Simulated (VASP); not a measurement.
Band structure of Te2W (relaxed from the rutile structure, space group P4_2/mnm). Calculation: PBEsol GGA, VASP's PBE PAW potentials (set 64) (plane waves; VASP 6.6.1).

Unless said otherwise, spin-orbit coupling is left out, though it shifts the bands of the heavy elements here.

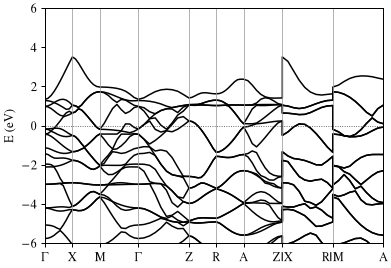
Figure. Bands along high-symmetry lines, zero at the valence-band maximum or, without a gap, the Fermi level

### Question
Read the plot: is there a gap, and where are the band edges?

### Answer
It has no gap at this level: it comes out as a metal or semimetal. (Edges off the drawn lines would not show.)

The structure was generated: Te2W was put into the rutile type (P4_2/mnm), which need not be its known phase. It was relaxed first, which changed the volume by -30 %.
